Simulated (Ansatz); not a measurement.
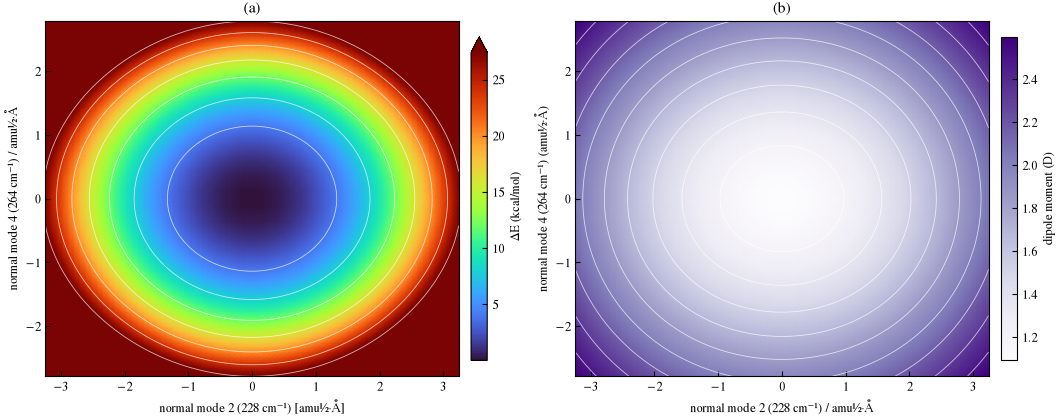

F₂MoO₂, SMILES [O]=[Mo](=[O])([F])[F]. The first coordinate is: normal mode 2 (228 cm⁻¹); the second: normal mode 4 (264 cm⁻¹). Nothing is relaxed (straight displacements along the two mass-weighted modes). The grid has 15 × 15 points; 65 points were computed and 160 follow by symmetry. Points are written as (first, second). All energies are given in kcal/mol relative to the lowest grid point. Theory: RKS PBE-D4/def2-SVP (Ansatz).

Panel (a) is the energy and panel (b) the computed dipole moment on the same grid.

In the figure: a smooth colour map with a few white contour lines, one colour for all values above the top of the scale. Between grid points the surface is interpolated.

**How does the dipole moment vary over the map, and what is it at the lowest grid point?**

Leaving out the highest fifth of the energies, it runs from 1.09 D at (0.00 amu½·Å, 0.000 amu½·Å) to 2.18 D at (−3.24 amu½·Å, −1.195 amu½·Å). At the lowest grid point, (0.00 amu½·Å, 0.000 amu½·Å), it is 1.09 D.

```
normal mode 4 (264 cm⁻¹) ↓, normal mode 2 (228 cm⁻¹) →  −3.24  −2.78  −2.31  −1.85  −1.39  −0.93  −0.46  0.00  0.46  0.93  1.39  1.85  2.31  2.78  3.24
                                                 2.789   2.60   2.44   2.30   2.18   2.09   2.02   1.98  1.96  1.98  2.02  2.09  2.18  2.30  2.44  2.60
                                                 2.390   2.48   2.30   2.15   2.02   1.92   1.84   1.80  1.78  1.80  1.84  1.92  2.02  2.15  2.30  2.48
                                                 1.992   2.36   2.18   2.01   1.87   1.76   1.68   1.62  1.61  1.62  1.68  1.76  1.87  2.01  2.18  2.36
                                                 1.593   2.26   2.06   1.89   1.74   1.61   1.52   1.47  1.45  1.47  1.52  1.61  1.74  1.89  2.06  2.26
                                                 1.195   2.18   1.97   1.78   1.62   1.49   1.39   1.33  1.30  1.33  1.39  1.49  1.62  1.78  1.97  2.18
                                                 0.797   2.11   1.90   1.70   1.53   1.39   1.28   1.21  1.19  1.21  1.28  1.39  1.53  1.70  1.90  2.11
                                                 0.398   2.07   1.85   1.65   1.48   1.33   1.21   1.14  1.12  1.14  1.21  1.33  1.48  1.65  1.85  2.07
                                                 0.000   2.06   1.84   1.64   1.46   1.31   1.19   1.12  1.09  1.12  1.19  1.31  1.46  1.64  1.84  2.06
                                                −0.398   2.07   1.85   1.65   1.48   1.33   1.21   1.14  1.12  1.14  1.21  1.33  1.48  1.65  1.85  2.07
                                                −0.797   2.11   1.90   1.70   1.53   1.39   1.28   1.21  1.19  1.21  1.28  1.39  1.53  1.70  1.90  2.11
                                                −1.195   2.18   1.97   1.78   1.62   1.49   1.39   1.33  1.30  1.33  1.39  1.49  1.62  1.78  1.97  2.18
                                                −1.593   2.26   2.06   1.89   1.74   1.61   1.52   1.47  1.45  1.47  1.52  1.61  1.74  1.89  2.06  2.26
                                                −1.992   2.36   2.18   2.01   1.87   1.76   1.68   1.62  1.61  1.62  1.68  1.76  1.87  2.01  2.18  2.36
                                                −2.390   2.48   2.30   2.15   2.02   1.92   1.84   1.80  1.78  1.80  1.84  1.92  2.02  2.15  2.30  2.48
                                                −2.789   2.60   2.44   2.30   2.18   2.09   2.02   1.98  1.96  1.98  2.02  2.09  2.18  2.30  2.44  2.60
```
